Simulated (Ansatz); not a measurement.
Electronic density of states of amorphous In9Ga9Zn9O37Ba, density 5.92 g/cm³, on a 2×2×2 Γ-centred mesh with a Gaussian width of 0.1 eV; energies count from the Fermi level, whose place inside the gap is arbitrary. Cell and mesh are small, so fine structure isn't converged. Method: PBE, scalar-relativistic without spin-orbit coupling (plane waves to 420 eV, PAW; Ansatz, a program for electronic structure). Sampling: a 2×2×2 Γ-centred mesh; Fermi-Dirac width 0.02 eV; no spin polarisation. At PBE the levels at the filled edge of the gap are localised (band-tail or defect states), and the nearest spread-out levels lie 1.0 eV apart at the zone centre.

A CHGNet melt-quench gave the starting glass, which DFT then relaxed. O atoms were pushed apart under 1.9 Å during the dynamics, to hinder bonds among them. The hot cell started wider than the set density and was brought back towards it in steps. It is the lowest in DFT energy of 2 quenches. It is a model cell: composition and starting density were chosen by hand, and all elements were melted together. No dispersion term was used. Its density started from a set value of 5.92 and ended at 5.92 g/cm³. Cooling (nominally 210 K/ps over its main leg) ran many orders faster than in experiment, which tends to leave more defects and strain. A cell of this size samples the disorder only roughly. The volume was held where the preparation left it and the shape relaxed, at a PBE pressure of 0.1 GPa.

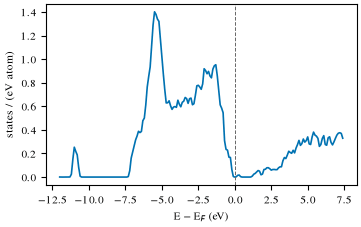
Figure. Density of states per atom

The level gap on this mesh is 0.54 eV; the broadening fills part of it in the curve.
